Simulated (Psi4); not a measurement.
# GeH3O (SMILES [O][GeH3]): UB3LYP/def2-TZVPD (ints tolerance 1e-08, sweep point 4)

What is the vertical ionisation energy of GeH3O at UB3LYP/def2-TZVPD (ints tolerance 1e-08, sweep point 4)? The job is set up through a Python script.

The results are computed with Psi4 1.11.

4 further runs of the same task are left out: 4 set aside as unsound or not needed.

## 1. The molecule

The species is GeH3O (5 atoms), meant as a doublet with charge 0. As SMILES, `[O][GeH3]`. The shape is that of a PBE0-D4/def2-TZVP optimisation.

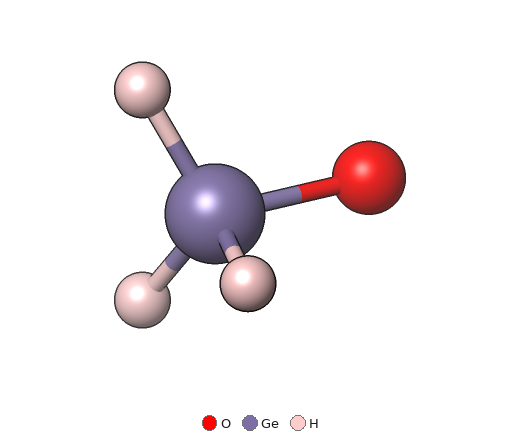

The structure, seen from a chosen angle (oxygen red, germanium purple, hydrogen pink).

## 2. A single-point energy at UB3LYP/def2-TZVPD (ints tolerance 1e-08, sweep point 4)

Contents of calc.py:

```python
import psi4

psi4.set_memory('1600 MB')
psi4.set_num_threads(1)
psi4.set_output_file('geh3o.out', False)

molecule = psi4.geometry("""
0 2
O     -1.443900     0.418600     0.777300
Ge     0.072300    -0.056300    -0.056900
H     -0.162200    -0.091200    -1.574700
H      0.548000    -1.418100     0.471500
H      1.035700     1.073400     0.341400
units angstrom
symmetry c1
""")

psi4.set_options({
    'basis': 'def2-TZVPD',
    'reference': 'uks',
    'puream': True,
    'scf_type': 'direct',
    'dft_radial_points': 99,
    'dft_spherical_points': 590,
    'ints_tolerance': 1e-08,
    'maxiter': 100,
})

e = psi4.energy("b3lyp")
print('E =', round(e, 9))
for k, v in sorted(psi4.core.scalar_variables().items()):
    print(f'{k:45s} {v:18.10f}')
```

The run is started by

```sh
$ python calc.py
```

geh3o.out:

```text
[...]
  Running in c1 symmetry.
[...]
  Nuclear repulsion =  113.909881399441815
[...]
  Multiplicity = 2
[...]
  Nalpha       = 22
  Nbeta        = 21
[...]
    Number of basis functions: 121
[...]
   @DF-UKS iter   1: -2152.39734661379589   -1.81325e+00   2.58926e-02 DIIS/ADIIS
[...]
   @UKS iter  12: -2154.03724372710576   -2.99356e-08   2.26902e-07 DIIS
[...]
   @S^2 Observed:                7.541668494E-01
[...]
    Orbital Energies [Eh]
    ---------------------
    Alpha Occupied:
       1A   -398.765179     2A    -49.807033     3A    -44.328169
       4A    -44.327489     5A    -44.327240     6A    -19.180557
       7A     -6.243213     8A     -4.416342     9A     -4.414273
      10A     -4.413470    11A     -1.244009    12A     -1.239160
      13A     -1.237550    14A     -1.235767    15A     -1.235364
      16A     -0.968581    17A     -0.567735    18A     -0.426301
      19A     -0.387914    20A     -0.384725    21A     -0.353452
      22A     -0.319364
    Alpha Virtual:
      23A     -0.018147    24A     -0.004978    25A      0.029922
[...]
  @UKS Final Energy: -2154.03724372710576
   => Energetics <=
    Nuclear Repulsion Energy =            113.9098813994418151
    One-Electron Energy =               -3226.5057651319411889
    Two-Electron Energy =                1029.9797085589632388
    DFT Exchange-Correlation Energy =     -71.4210685535696399
    Empirical Dispersion Energy =           0.0000000000000000
    VV10 Nonlocal Energy =                  0.0000000000000000
    Total Energy =                      -2154.0372437271057606
[...]
 Multipole Moments:
 ------------------------------------------------------------------------------------
     Multipole            Electronic (a.u.)      Nuclear  (a.u.)        Total (a.u.)
 ------------------------------------------------------------------------------------
 L = 1.  Multiply by 2.5417464519 to convert [e a0] to [Debye]
 Dipole X            :          1.2187746           -0.5033161            0.7154584
 Dipole Y            :         -0.4863947            0.2688943           -0.2175003
 Dipole Z            :         -0.7385494            0.3491948           -0.3893545
 Magnitude           :                                                    0.8430802
[...]
```

Standard output:

```text
E = -2154.037243727
CURRENT ENERGY                                  -2154.0372437271
CURRENT REFERENCE ENERGY                        -2154.0372437271
DD SOLVATION ENERGY                                 0.0000000000
DFT FUNCTIONAL TOTAL ENERGY                     -2154.0372437271
DFT TOTAL ENERGY                                -2154.0372437271
DFT VV10 ENERGY                                     0.0000000000
DFT XC ENERGY                                     -71.4210685536
GRID ELECTRONS ALPHA                               21.9999999193
GRID ELECTRONS BETA                                20.9999999780
GRID ELECTRONS TOTAL                               42.9999998973
NUCLEAR REPULSION ENERGY                          113.9098813994
ONE-ELECTRON ENERGY                             -3226.5057651319
PCM POLARIZATION ENERGY                             0.0000000000
PE ENERGY                                           0.0000000000
SCF ITERATION ENERGY                            -2154.0372437271
SCF ITERATIONS                                     12.0000000000
SCF TOTAL ENERGY                                -2154.0372437271
TWO-ELECTRON ENERGY                              1029.9797085590
XC GRID RADIAL POINTS                              99.0000000000
XC GRID SPHERICAL POINTS                          590.0000000000
XC GRID TOTAL POINTS                           281309.0000000000
```

Run time: 36 s. Hardware: 1 thread of Intel Xeon Platinum 8259CL at 2.50GHz (Skylake/Cascade Lake), shared host; peak memory 1.1 GiB.

## 3. The singlet cation, same level

Contents of geh3o.py:

```python
import psi4

psi4.set_memory('1600 MB')
psi4.set_num_threads(1)
psi4.core.set_output_file('output.dat', False)

molecule = psi4.geometry("""
1 1
O     -1.443900     0.418600     0.777300
Ge     0.072300    -0.056300    -0.056900
H     -0.162200    -0.091200    -1.574700
H      0.548000    -1.418100     0.471500
H      1.035700     1.073400     0.341400
symmetry c1
""")

psi4.set_options({
    'puream': True,
    'scf_type': 'direct',
    'dft_radial_points': 99,
    'dft_spherical_points': 590,
    'ints_tolerance': 1e-08,
    'maxiter': 60,
})

e_tot = psi4.energy("b3lyp/def2-TZVPD")
print('E =', round(e_tot, 9))
```

The run is started by

```sh
$ python geh3o.py
```

output.dat:

```text
[...]
  Running in c1 symmetry.
[...]
  Nuclear repulsion =  113.909881399441815
[...]
  Multiplicity = 1
[...]
  Nalpha       = 21
  Nbeta        = 21
[...]
    Number of basis functions: 121
[...]
   @DF-RKS iter   1: -2151.97451711800932   -1.39042e+00   2.58691e-02 ADIIS/DIIS
[...]
   @RKS iter  13: -2153.57322262975413   -1.05701e-08   3.70381e-07 DIIS
[...]
    Orbital Energies [Eh]
    ---------------------
    Doubly Occupied:
       1A   -399.048739     2A    -50.090590     3A    -44.612301
       4A    -44.611236     5A    -44.610099     6A    -19.523888
       7A     -6.525755     8A     -4.700022     9A     -4.697695
      10A     -4.693576    11A     -1.527700    12A     -1.522286
      13A     -1.518492    14A     -1.517439    15A     -1.517096
      16A     -1.248603    17A     -0.839158    18A     -0.673086
      19A     -0.661296    20A     -0.658669    21A     -0.590947
[...]
  @RKS Final Energy: -2153.57322262975413
   => Energetics <=
    Nuclear Repulsion Energy =            113.9098813994418151
    One-Electron Energy =               -3214.1147620297128924
    Two-Electron Energy =                1017.7377812125578203
    DFT Exchange-Correlation Energy =     -71.1061232120408988
    Empirical Dispersion Energy =           0.0000000000000000
    VV10 Nonlocal Energy =                  0.0000000000000000
    Total Energy =                      -2153.5732226297541274
[...]
 Multipole Moments:
 ------------------------------------------------------------------------------------
     Multipole            Electronic (a.u.)      Nuclear  (a.u.)        Total (a.u.)
 ------------------------------------------------------------------------------------
 L = 1.  Multiply by 2.5417464519 to convert [e a0] to [Debye]
 Dipole X            :          1.2769581           -0.5033161            0.7736420
 Dipole Y            :         -0.2137138            0.2688943            0.0551805
 Dipole Z            :         -0.5815727            0.3491948           -0.2323779
 Magnitude           :                                                    0.8096705
[...]
```

Standard output:

```text
E = -2153.57322263
```

Run time: 23 s. Hardware: 1 thread of Intel Xeon Platinum 8259CL at 2.50GHz (Skylake/Cascade Lake), shared host; peak memory 1.1 GiB.

## 4. What came out

At UB3LYP/def2-TZVPD (ints tolerance 1e-08, sweep point 4):

```
                                          quantity           value
                       doublet GeH3O: total energy  -2154.03724 Eh
                      doublet GeH3O: dipole moment          2.14 D
 doublet GeH3O: HOMO energy (highest over α and β)        -8.16 eV
  doublet GeH3O: LUMO energy (lowest over α and β)        -4.73 eV
                               doublet GeH3O: ⟨S²⟩           0.754
                      singlet cation: total energy  -2153.57322 Eh
                       singlet cation: HOMO energy       -16.08 eV
                       singlet cation: LUMO energy       -14.92 eV
                     singlet cation: HOMO–LUMO gap         1.16 eV
vertical ionisation energy (to the singlet cation)       12.627 eV
```

**Reading.** The vertical ionisation energy comes to 12.63 eV (291 kcal/mol). Only the singlet of the ionised species was computed; a triplet could lie lower.
